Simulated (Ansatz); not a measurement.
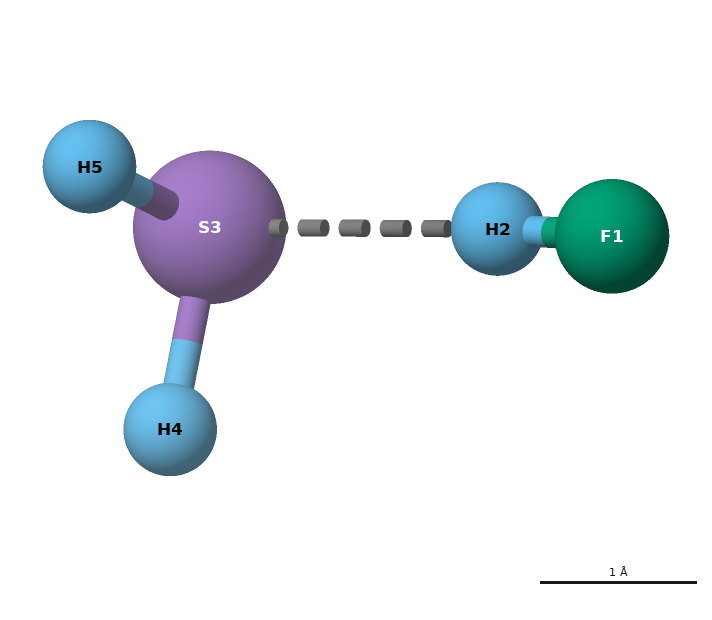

Two molecules or ions; the broken line marks their closest contact (measured against van der Waals radii). Computed geometry: PBE0-D4/def2-TZVP optimisation. Program: Ansatz 0.2.0.

### Which two species are they?

HF and H2S (`F.S`).

### How long is the contact?

H2···S3 is 2.22 Å.

Give the counterpoise-corrected interaction energy (kJ/mol, monomers kept as in the pair) with CCSD(T)/CBS (MP2 limit from def2-TZVPPD and def2-QZVPPD plus CCSD(T) − MP2); RHF-CCSD(T) (frozen core)/def2-TZVPPD; B2PLYP (frozen core)/def2-TZVPPD; ωB97X-V/def2-TZVPPD; PBE-D4/def2-TZVPPD; PBE0-D4/def2-TZVPPD; B97M-V/def2-TZVPPD.

```json
{"level": "CCSD(T)/CBS (MP2 limit from def2-TZVPPD and def2-QZVPPD plus CCSD(T) − MP2)", "interaction energy (kJ/mol)": "−21.3"}
{"level": "RHF-CCSD(T) (frozen core)/def2-TZVPPD", "interaction energy (kJ/mol)": "−19.5"}
{"level": "B2PLYP (frozen core)/def2-TZVPPD", "interaction energy (kJ/mol)": "−21.4"}
{"level": "ωB97X-V/def2-TZVPPD", "interaction energy (kJ/mol)": "−23.5"}
{"level": "PBE-D4/def2-TZVPPD", "interaction energy (kJ/mol)": "−28.2"}
{"level": "PBE0-D4/def2-TZVPPD", "interaction energy (kJ/mol)": "−26.5"}
{"level": "B97M-V/def2-TZVPPD", "interaction energy (kJ/mol)": "−23.2"}
```
